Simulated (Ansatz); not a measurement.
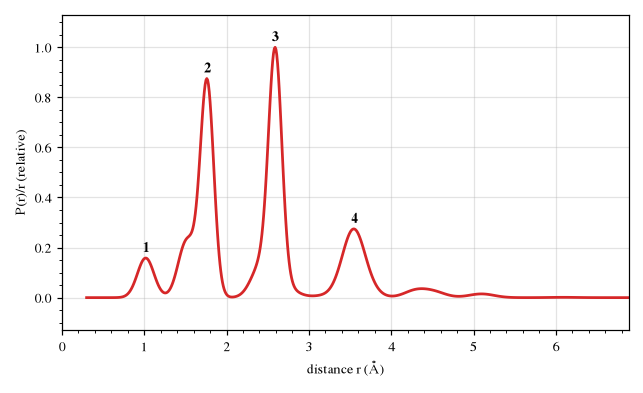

Simulated gas electron diffraction: radial distribution curve of H5MgNSi. Each pair of atoms contributes with weight ZᵢZⱼ/r; damping constant 0.002 Å²; vibrational amplitudes assumed, not computed: 0.05 Å for bonds, 0.078 Å for bonds to H, 0.06 + 0.015 r up to 0.15 Å for other pairs. The geometry is the end point of an optimisation (RKS B3LYP-D4/def2-SVP in Ansatz); it may be a saddle point or a higher isomer. SMILES: N[SiH2][MgH].

Question: Read the positions of the numbered peaks and name the main pairs (– for bonds).

Answer: Peak 1, 1.02 Å: N–H 1.02 Å (×2)
Peak 2, 1.76 Å: Mg–H 1.70 Å, Si–N 1.77 Å, not resolved; in its flanks Si–H 1.50–1.51 Å
Peak 3, 2.59 Å: Si···H 2.41 Å (×2), Si–Mg 2.59 Å, not resolved
Peak 4, 3.55 Å: Mg···H 3.42–3.72 Å (×3), Mg···N 3.55 Å, not resolved
